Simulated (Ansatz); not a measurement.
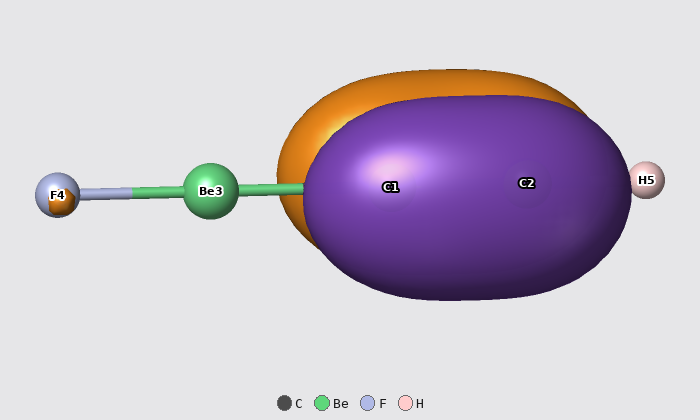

*C$_{2}$HBeF. The HOMO at ±0.15 Å⁻³ᐟ² (orange and purple are the two phases), seen from one side.*

Geometry: PBE0-D3(BJ)/def2-SVP.

Method: isolated molecule in a Gaussian basis; Kohn-Sham density functional theory, functional PBE0 (Ansatz).

The calculation's input:

```
basis:
  gaussian: {orbitals: def2-TZVPD}
crystal:
  periodic: [false, false, false]
  atoms:
    - {symbol: C, position_ang: [0.000000, 0.000000, -0.221561]}
    - {symbol: C, position_ang: [0.000000, 0.000000, -1.442362]}
    - {symbol: Be, position_ang: [0.000000, 0.000000, 1.402336]}
    - {symbol: F, position_ang: [0.000000, 0.000000, 2.780736]}
    - {symbol: H, position_ang: [0.000000, 0.000000, -2.519149]}
total_charge: 0
hamiltonian: {xc: {name: PBE0}}
output: {forces: true, orbitals: {seedname: orbitals}}
```

Launched as:

```sh
ansatz run input.yaml --threads 1 --pin off --max-ram 2610MiB --events-out events.jsonl --progress --plain --runs-dir runs
```

Question: What is the character of this orbital?

Answer: By Hirshfeld shares it lies mainly on C1 (about 45 %) and C2 (about 45 %); it vanishes on the molecular axis (π type); π-bonding across C1–C2. It is one of a degenerate set, so its orientation is arbitrary. Its energy is −8.52 eV.
